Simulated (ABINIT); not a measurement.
# SiC (F-43m): G0W0 in ABINIT against the plane-wave cutoff, part 2 of 2

How does the gap of SiC (F-43m) converge in the plane-wave cutoff?

ABINIT 10.8.3; PBE and many-body steps on it, plane waves. Known limits of the many-body steps: not at the basis limit.

So far. Step 5 (Empty states on the mesh, 6×6×6 mesh, 107 bands): On this mesh the gap is 1.362 eV. Step 6 (Screening, 6×6×6 mesh, 99 bands, screening to 261.2 eV): Local fields lower ε∞ by 9 %.

### Step 8. Screening, 6×6×6 mesh, 99 bands, screening to 261.2 eV

This step: RPA screening on PBE, plane waves, norm-conserving pseudopotentials.

File run.abi:

```
acell 3*1.0 Angstrom
rprim 
  -0.000000000000 2.179000000000 2.179000000000
  2.179000000000 0.000000000000 2.179000000000
  2.179000000000 2.179000000000 -0.000000000000
ntypat 2
znucl 14 6
natom 2
typat 1 2
xred 
  0.000000000000 0.000000000000 0.000000000000
  0.250000000000 0.250000000000 0.250000000000
pp_dirpath "pseudos"
pseudos "Si.upf, C.upf"
ecut 30
ngkpt 6 6 6
nshiftk 1
shiftk 0 0 0
kptopt 1
chksymbreak 0
istwfk *1
occopt 1
irdwfk 1
optdriver 3
nband 99
ecuteps 9.6
inclvkb 2
awtr 1
symchi 1
indata_prefix "in"
outdata_prefix "out"
tmpdata_prefix "tmp"
```

On the command line:

```console
OMP_NUM_THREADS=1 mpirun -n 4 abinit run.abi > log
```

What it wrote:

```text
.Version 10.8.3 of ABINIT. v10.8.2 released Aug 2026.

 Symmetries : space group F-4 3 m (#216); Bravais cF (face-center cubic)
[... echo of the input left out ...]
== DATASET  1 ==================================================================
-   mpi_nproc: 4, omp_nthreads: 1 (-1 if OMP is not activated)

--- !DatasetInfo
iteration_state: {dtset: 1, }
dimensions: {natom: 2, nkpt: 16, mband: 99, nsppol: 1, nspinor: 1, nspden: 1, mpw: 1113, }
cutoff_energies: {ecut:  30.0, pawecutdg:  -1.0, }
electrons: {nelect:   8.00000000E+00, charge:   0.00000000E+00, occopt:   1.00000000E+00, tsmear:   1.00000000E-02, }

 SCREENING: Calculation of the susceptibility and dielectric matrices

 Based on a program developped by R.W. Godby, V. Olevano, G. Onida, and L. Reining.
 Incorporated in ABINIT by V. Olevano, G.-M. Rignanese, and M. Torrent.
.Using double precision arithmetic ; gwpc =  8

[... cell and pseudopotentials left out ...]
--------------------------------------------------------------------------------

 ==== K-mesh for the wavefunctions ====
 Number of points in the irreducible wedge :    16
[... list of points left out ...]
 Together with 24 symmetry operations and time-reversal symmetry
 yields   216 points in the full Brillouin Zone.

 ==== Q-mesh for the screening function ====
 Number of points in the irreducible wedge :    16
[... list of points left out ...]
 Together with 24 symmetry operations and time-reversal symmetry
 yields   216 points in the full Brillouin Zone.

 setmesh: FFT mesh size selected  =    24x   24x   24
          total number of points  =        13824

 vcoul_init : cutoff-mode = AUXILIARY_FUNCTION
 q-points for optical limit:   1
     1)      0.000010    0.000020    0.000030

- screening: taking advantage of time-reversal symmetry
- Maximum band index for partially occupied states nbvw = 4
- Remaining bands to be divided among processors   nbcw = 95
- Number of bands treated by each node ~23

 Number of electrons calculated from density =    8.0000; Expected =    8.0000
 average of density, n =  0.057292
 r_s =    1.6092
 omega_plasma =   23.0888 [eV]

 calculating chi0 at frequencies [eV] :
  1    0.000000E+00    0.000000E+00
  2    0.000000E+00    2.308880E+01

--------------------------------------------------------------------------------
  q-point number  1        q = ( 0.000000, 0.000000, 0.000000) [r.l.u.]
--------------------------------------------------------------------------------
[... chi0 elements left out ...]
 For q-point:  0.000010 0.000020 0.000030
  dielectric constant =   7.0896
  dielectric constant without local fields =   7.7522

  Average fulfillment of the sum rule on Im[epsilon] for q-point    1 :     91.28  [%]
[... wings left out ...]
  q-point number  2        q = ( 0.166667, 0.000000, 0.000000) [r.l.u.]
--------------------------------------------------------------------------------
[... chi0 elements left out ...]
  Average fulfillment of the sum rule on Im[epsilon] for q-point    2 :     95.93  [%]

 [... 14 further q-points ...]
```

Wall time 56 s (4 MPI ranks of Intel Xeon 6975P-C (Granite Rapids), shared host); peak memory 0.75 GiB; 3.7 min of CPU time.

Numbers from this step:

```yaml
eps_infinity_with_local_fields_on_this_mesh_along_the_program_s_q_direction: 7.090
the_same_without_local_fields: 7.752
plasma_frequency: 23.09 eV
plane_waves_in_the_screening_matrix: 181
```

### Step 9. 30 Ha

The self-energy is evaluated for the states that the input lists, and the levels follow from it, in one-shot runs by the linearised quasiparticle equation.

This step: G0W0 on PBE, plane waves, norm-conserving pseudopotentials.

Changes to run.abi since step 8:

```diff
@@ -23,8 +23,17 @@
 irdwfk 1
-optdriver 3
+optdriver 4
 nband 99
+gwcalctyp 0
+ecutsigx 30
+symsigma 1
+nkptgw 2
+kptgw 
+  0.0000000000 0.0000000000 0.0000000000
+  0.5000000000 0.5000000000 0.0000000000
+bdgw 
+  2 8
+  3 6
 ecuteps 9.6
-inclvkb 2
-awtr 1
-symchi 1
+irdscr 1
+ppmodel 1
 indata_prefix "in"
```

What it wrote:

```text
.Version 10.8.3 of ABINIT. v10.8.2 released Aug 2026.

 Symmetries : space group F-4 3 m (#216); Bravais cF (face-center cubic)
[... echo of the input left out ...]
== DATASET  1 ==================================================================
-   mpi_nproc: 4, omp_nthreads: 1 (-1 if OMP is not activated)

--- !DatasetInfo
iteration_state: {dtset: 1, }
dimensions: {natom: 2, nkpt: 16, mband: 99, nsppol: 1, nspinor: 1, nspden: 1, mpw: 1113, }
cutoff_energies: {ecut:  30.0, pawecutdg:  -1.0, }
electrons: {nelect:   8.00000000E+00, charge:   0.00000000E+00, occopt:   1.00000000E+00, tsmear:   1.00000000E-02, }

 SIGMA: Calculation of the GW corrections

 Based on a program developped by R.W. Godby, V. Olevano, G. Onida, and L. Reining.
 Incorporated in ABINIT by V. Olevano, G.-M. Rignanese, and M. Torrent.
.Using double precision arithmetic ; gwpc =  8

[... cell and pseudopotentials left out ...]
--------------------------------------------------------------------------------

 ==== K-mesh for the wavefunctions ====
 Number of points in the irreducible wedge :    16
[... list of points left out ...]
 Together with 24 symmetry operations and time-reversal symmetry
 yields   216 points in the full Brillouin Zone.

 ==== Q-mesh for screening function ====
 Number of points in the irreducible wedge :    16
[... list of points left out ...]
 Together with 24 symmetry operations and time-reversal symmetry
 yields   216 points in the full Brillouin Zone.

 vcoul_init : cutoff-mode = AUXILIARY_FUNCTION
 q-points for optical limit:   1
     1)      0.000010    0.000020    0.000030
 setmesh: FFT mesh size selected  =    30x   30x   30
          total number of points  =        27000

 Number of electrons calculated from density =    8.0000; Expected =    8.0000
[...]
number of omega for Sigma on real axis              0
 max omega for Sigma on real axis  [eV]           0.00
 zcut for avoiding poles [eV]                     0.10

 EPSILON^-1 parameters (SCR file):
 dimension of the eps^-1 matrix on file            181
 dimension of the eps^-1 matrix used               181
 number of plane-waves for wavefunctions          1067
 number of bands                                    99
 number of q-points in IBZ                          16
 number of frequencies                               2
 number of real frequencies                          1
 number of imag frequencies                          1

 matrix elements of self-energy operator (all in [eV])

 Perturbative Calculation

--- !SelfEnergy_ee
iteration_state: {dtset: 1, }
kpoint     : [   0.000,    0.000,    0.000, ]
spin       : 1
KS_gap     :    6.213
QP_gap     :    7.119
Delta_QP_KS:    0.906
data: !SigmaeeData |
     Band     E0 <VxcDFT>   SigX SigC(E0)      Z dSigC/dE  Sig(E)    E-E0       E
        2   6.841 -14.928 -17.575   1.917   0.792  -0.262 -15.507  -0.579   6.262
        3   6.841 -14.928 -17.575   1.917   0.792  -0.262 -15.507  -0.579   6.262
        4   6.841 -14.928 -17.575   1.917   0.792  -0.262 -15.507  -0.579   6.262
[...]
--- !SelfEnergy_ee
iteration_state: {dtset: 1, }
kpoint     : [   0.500,    0.500,    0.000, ]
spin       : 1
KS_gap     :    4.551
QP_gap     :    5.584
Delta_QP_KS:    1.033
data: !SigmaeeData |
     Band     E0 <VxcDFT>   SigX SigC(E0)      Z dSigC/dE  Sig(E)    E-E0       E
[...]
5   8.196 -10.505  -6.372  -3.955   0.820  -0.220 -10.359   0.146   8.342
        6  11.169 -10.770  -5.961  -4.423   0.822  -0.216 -10.453   0.317  11.486

== END DATASET(S) ==============================================================
================================================================================

 -outvars: echo values of variables after computation  --------
           etotal      0.0000000000E+00
            nband          99
             nkpt          16
          spgroup         216
 [... the other variables as echoed above ...]

 Calculation completed.
```

Wall time 13 s (4 MPI ranks); peak memory 0.81 GiB.

This step gave:

```yaml
g0w0_gap_on_the_points_computed: 2.080 eV
starting_gap_on_the_mesh: 1.355 eV
k_of_the_valence_top: 0, 0, 0
k_of_the_conduction_bottom: 0.5, 0.5, 0
z_at_the_valence_top: 0.792
z_at_the_conduction_bottom: 0.82
least_direct_g0w0_gap_on_the_computed_points: 5.583 eV
```

The gap on the mesh goes from 1.36 eV to 2.08 eV, a correction of +0.72 eV.

### Step 10. Screening, 6×6×6 mesh, 99 bands, screening to 261.2 eV

This step: RPA screening on PBE, plane waves, norm-conserving pseudopotentials.

Changes to run.abi since step 9:

```diff
@@ -14,3 +14,3 @@
 pseudos "Si.upf, C.upf"
-ecut 30
+ecut 37
 ngkpt 6 6 6
@@ -23,17 +23,8 @@
 irdwfk 1
-optdriver 4
+optdriver 3
 nband 99
-gwcalctyp 0
-ecutsigx 30
-symsigma 1
-nkptgw 2
-kptgw 
-  0.0000000000 0.0000000000 0.0000000000
-  0.5000000000 0.5000000000 0.0000000000
-bdgw 
-  2 8
-  3 6
 ecuteps 9.6
-irdscr 1
-ppmodel 1
+inclvkb 2
+awtr 1
+symchi 1
 indata_prefix "in"
```

What it wrote:

```text
.Version 10.8.3 of ABINIT. v10.8.2 released Aug 2026.

 Symmetries : space group F-4 3 m (#216); Bravais cF (face-center cubic)
[... echo of the input left out ...]
== DATASET  1 ==================================================================
-   mpi_nproc: 4, omp_nthreads: 1 (-1 if OMP is not activated)

--- !DatasetInfo
iteration_state: {dtset: 1, }
dimensions: {natom: 2, nkpt: 16, mband: 99, nsppol: 1, nspinor: 1, nspden: 1, mpw: 1524, }
cutoff_energies: {ecut:  37.0, pawecutdg:  -1.0, }
[...]
--------------------------------------------------------------------------------
[... chi0 elements left out ...]
 For q-point:  0.000010 0.000020 0.000030
  dielectric constant =   7.0819
  dielectric constant without local fields =   7.7434

  Average fulfillment of the sum rule on Im[epsilon] for q-point    1 :     91.28  [%]
[... wings left out ...]
  q-point number  2        q = ( 0.166667, 0.000000, 0.000000) [r.l.u.]
--------------------------------------------------------------------------------
[... chi0 elements left out ...]
  Average fulfillment of the sum rule on Im[epsilon] for q-point    2 :     95.93  [%]

 [... 14 further q-points ...]
```

The job ended after 57 s (4 MPI ranks; peak memory 0.78 GiB).

Numbers from this step:

```yaml
eps_infinity_with_local_fields_on_this_mesh_along_the_program_s_q_direction: 7.082
the_same_without_local_fields: 7.743
plasma_frequency: 23.09 eV
plane_waves_in_the_screening_matrix: 181
```

### Step 11. 37 Ha

This step: G0W0 on PBE, plane waves, norm-conserving pseudopotentials.

Changes to run.abi since step 10:

```diff
@@ -23,8 +23,17 @@
 irdwfk 1
-optdriver 3
+optdriver 4
 nband 99
+gwcalctyp 0
+ecutsigx 37
+symsigma 1
+nkptgw 2
+kptgw 
+  0.0000000000 0.0000000000 0.0000000000
+  0.5000000000 0.5000000000 0.0000000000
+bdgw 
+  2 8
+  3 6
 ecuteps 9.6
-inclvkb 2
-awtr 1
-symchi 1
+irdscr 1
+ppmodel 1
 indata_prefix "in"
```

What it wrote:

```text
.Version 10.8.3 of ABINIT. v10.8.2 released Aug 2026.

 Symmetries : space group F-4 3 m (#216); Bravais cF (face-center cubic)
[... echo of the input left out ...]
== DATASET  1 ==================================================================
-   mpi_nproc: 4, omp_nthreads: 1 (-1 if OMP is not activated)

--- !DatasetInfo
iteration_state: {dtset: 1, }
dimensions: {natom: 2, nkpt: 16, mband: 99, nsppol: 1, nspinor: 1, nspden: 1, mpw: 1524, }
cutoff_energies: {ecut:  37.0, pawecutdg:  -1.0, }
[...]
Band     E0 <VxcDFT>   SigX SigC(E0)      Z dSigC/dE  Sig(E)    E-E0       E
[...]
5   8.196 -10.505  -6.372  -3.955   0.820  -0.220 -10.359   0.146   8.343
        6  11.168 -10.770  -5.961  -4.423   0.822  -0.216 -10.453   0.317  11.485

== END DATASET(S) ==============================================================
================================================================================

 -outvars: echo values of variables after computation  --------
           etotal      0.0000000000E+00
            nband          99
             nkpt          16
          spgroup         216
 [... the other variables as echoed above ...]

 Calculation completed.
```

Wall time 14 s (4 MPI ranks); peak memory 0.83 GiB; 54 s of CPU time.

Numbers from this step:

```yaml
g0w0_gap_on_the_points_computed: 2.088 eV
starting_gap_on_the_mesh: 1.361 eV
k_of_the_valence_top: 0, 0, 0
k_of_the_conduction_bottom: 0.5, 0.5, 0
least_direct_g0w0_gap_on_the_computed_points: 5.587 eV
```

Against the run before, the gap moves by +0.008 eV.

### Step 12. Screening, 6×6×6 mesh, 99 bands, screening to 261.2 eV

This step: RPA screening on PBE, plane waves, norm-conserving pseudopotentials.

Changes to run.abi since step 11:

```diff
@@ -14,3 +14,3 @@
 pseudos "Si.upf, C.upf"
-ecut 37
+ecut 46
 ngkpt 6 6 6
@@ -23,17 +23,8 @@
 irdwfk 1
-optdriver 4
+optdriver 3
 nband 99
-gwcalctyp 0
-ecutsigx 37
-symsigma 1
-nkptgw 2
-kptgw 
-  0.0000000000 0.0000000000 0.0000000000
-  0.5000000000 0.5000000000 0.0000000000
-bdgw 
-  2 8
-  3 6
 ecuteps 9.6
-irdscr 1
-ppmodel 1
+inclvkb 2
+awtr 1
+symchi 1
 indata_prefix "in"
```

What it wrote:

```text
.Version 10.8.3 of ABINIT. v10.8.2 released Aug 2026.

 Symmetries : space group F-4 3 m (#216); Bravais cF (face-center cubic)
[... echo of the input left out ...]
== DATASET  1 ==================================================================
-   mpi_nproc: 4, omp_nthreads: 1 (-1 if OMP is not activated)

--- !DatasetInfo
iteration_state: {dtset: 1, }
dimensions: {natom: 2, nkpt: 16, mband: 99, nsppol: 1, nspinor: 1, nspden: 1, mpw: 2100, }
cutoff_energies: {ecut:  46.0, pawecutdg:  -1.0, }
[...]
--------------------------------------------------------------------------------
[... chi0 elements left out ...]
 For q-point:  0.000010 0.000020 0.000030
  dielectric constant =   7.0811
  dielectric constant without local fields =   7.7426

  Average fulfillment of the sum rule on Im[epsilon] for q-point    1 :     91.28  [%]
[... wings left out ...]
  q-point number  2        q = ( 0.166667, 0.000000, 0.000000) [r.l.u.]
--------------------------------------------------------------------------------
[... chi0 elements left out ...]
  Average fulfillment of the sum rule on Im[epsilon] for q-point    2 :     95.93  [%]

 [... 14 further q-points ...]
```

The job ended after 49 s (4 MPI ranks; peak memory 0.86 GiB).

Numbers from this step:

| Item | Value |
| --- | --- |
| ε∞ with local fields, on this mesh, along the program's q direction | 7.081 |
| the same without local fields | 7.743 |
| plasma frequency | 23.09 eV |
| plane waves in the screening matrix | 181 |

### Step 13. 46 Ha

This step: G0W0 on PBE, plane waves, norm-conserving pseudopotentials.

Changes to run.abi since step 12:

```diff
@@ -23,8 +23,17 @@
 irdwfk 1
-optdriver 3
+optdriver 4
 nband 99
+gwcalctyp 0
+ecutsigx 46
+symsigma 1
+nkptgw 2
+kptgw 
+  0.0000000000 0.0000000000 0.0000000000
+  0.5000000000 0.5000000000 0.0000000000
+bdgw 
+  2 8
+  3 6
 ecuteps 9.6
-inclvkb 2
-awtr 1
-symchi 1
+irdscr 1
+ppmodel 1
 indata_prefix "in"
```

What it wrote:

```text
.Version 10.8.3 of ABINIT. v10.8.2 released Aug 2026.

 Symmetries : space group F-4 3 m (#216); Bravais cF (face-center cubic)
[... echo of the input left out ...]
== DATASET  1 ==================================================================
-   mpi_nproc: 4, omp_nthreads: 1 (-1 if OMP is not activated)

--- !DatasetInfo
iteration_state: {dtset: 1, }
dimensions: {natom: 2, nkpt: 16, mband: 99, nsppol: 1, nspinor: 1, nspden: 1, mpw: 2100, }
cutoff_energies: {ecut:  46.0, pawecutdg:  -1.0, }
[...]
Band     E0 <VxcDFT>   SigX SigC(E0)      Z dSigC/dE  Sig(E)    E-E0       E
[...]
5   8.196 -10.505  -6.372  -3.955   0.820  -0.220 -10.359   0.146   8.343
        6  11.168 -10.770  -5.961  -4.423   0.822  -0.216 -10.453   0.317  11.485

== END DATASET(S) ==============================================================
================================================================================

 -outvars: echo values of variables after computation  --------
           etotal      0.0000000000E+00
            nband          99
             nkpt          16
          spgroup         216
 [... the other variables as echoed above ...]

 Calculation completed.
```

Wall time 13 s (4 MPI ranks); peak memory 0.9 GiB.

This step gave:

- G0W0 gap on the points computed: 2.089 eV
- starting gap on the mesh: 1.362 eV
- k of the valence top: 0, 0, 0
- k of the conduction bottom: 0.5, 0.5, 0
- least direct G0W0 gap on the computed points: 5.587 eV

Against the run before, the gap moves by +0.001 eV.

### Step 14. The runs together

Times are wall times on 4 MPI ranks of Intel Xeon 6975P-C (Granite Rapids), shared host, good to a factor of about two. A run's time includes the screening step that it read.

```csv
run,mesh,bands,screening cutoff (eV),DFT gap (eV),gap on the mesh (eV),direct (eV),ε∞ used,time
22 Ha,6×6×6,99,261.2,1.336,2.051,5.563,7.15,68 s
30 Ha,6×6×6,99,261.2,1.355,2.080,5.583,7.09,70 s
37 Ha,6×6×6,99,261.2,1.361,2.088,5.587,7.08,70 s
46 Ha,6×6×6,99,261.2,1.362,2.089,5.587,7.08,62 s
```

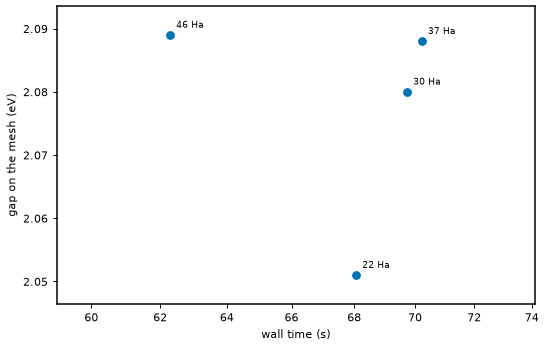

Result against wall time.

### Step 15. Results

```yaml
22_ha: 2.051 eV
30_ha: 2.080 eV
37_ha: 2.088 eV
46_ha: 2.089 eV
known_limits: not at the basis limit
```

The setting moved: plane-wave cutoff. From 22 Ha to 46 Ha the gap moves by +0.04 eV. It holds to 0.03 eV from 30 Ha on. Bands and screening cutoff are coupled, so a series along one setting does not show full convergence. Bands and cutoff are finite, so the gap is not at the basis limit. The miss can reach some tenths of an eV and take either sign; the mesh is an error of its own. In the G0W0 runs levels were corrected at 2 k points alone, so a gap called «on the mesh» is the least over those, and an edge elsewhere would be missed.

[Paths, hosts, dates, memory and timing lines, banners, echoed tables and standing remarks are left out of the program output.]

[Logs are printed without paths, hosts, clocks, repeated set-up lines and the standing remarks that a program may print on its own settings, such as how far it seeks lower states.]

[Runs of the session that timed out or met a known fault of the program may be left out.]

[Hosts, paths, dates, database ids (printed as entryN), source tags and the programs' standing remarks are cut or masked in the printed files.]

[G0W0 gaps are taken among the corrected bands and points alone; a level outside them can change the order at an edge.]

[Where Ansatz stands beside ABINIT at settings called matched, ABINIT's density can come from a denser mesh and the files from another edition; pairs whose starting gaps differed by over 0.03 eV were left out, so agreement reads better than it is.]
